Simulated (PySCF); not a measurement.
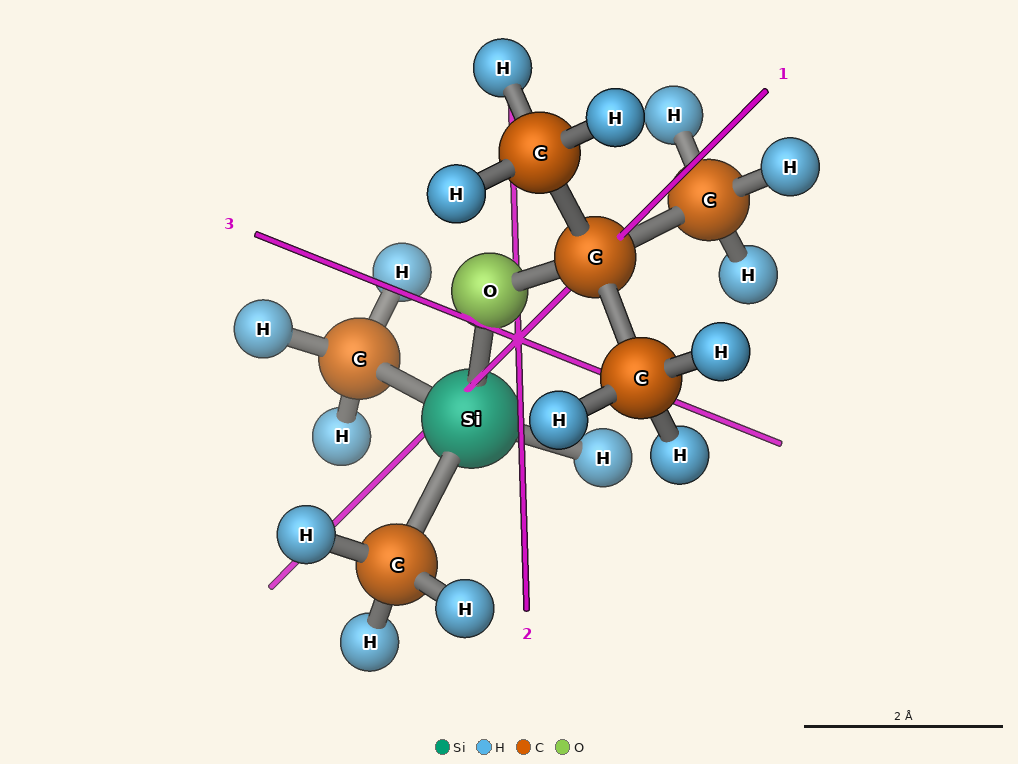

The three principal axes of inertia are drawn and numbered. Distant atoms are faded towards the background colour. Computed geometry: PBE0-D3(BJ)/def2-SVP optimisation. No frequency run is at hand to confirm it as a minimum. Masses are those of the most abundant isotopes; constants are for the rigid equilibrium geometry.

Which line is the a axis (least moment of inertia), which b and which c?

Answer. a is line 1, b is line 2, c is line 3; the moments are 199, 484, 550 u Å².

Classify the rotor and give the rotational constants (GHz).

Answer. An asymmetric top (C1): A = 2.54, B = 1.05, C = 0.919 GHz. Ray's parameter κ is −0.84, nearer the prolate limit.
